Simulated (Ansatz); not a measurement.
Pressure series in WC

Start from WC (space group P-6m2, No. 187; a = 2.913 Å, c = 2.837 Å).

Cell and atoms are relaxed at each pressure.

All numbers come from r2SCAN (Ansatz, a program for electronic structure, PAW, without spin-orbit coupling), earlier PAW set.

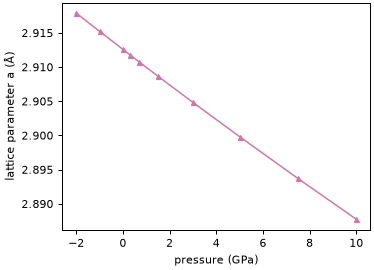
Lattice parameter a against pressure

| pressure (GPa) | lattice parameter a |
|---|---|
| -2 | 2.918 Å |
| -1 | 2.915 Å |
| 0.3 | 2.912 Å |
| 0.7 | 2.911 Å |
| 1.5 | 2.909 Å |
| 3 | 2.905 Å |
| 5 | 2.900 Å |
| 7.5 | 2.894 Å |
| 10 | 2.888 Å |

Load acts through the strain it causes; cell and atoms are relaxed under it. No phonon test of stability was made. Competing high-pressure phases were not computed. All final runs are without spin polarisation.
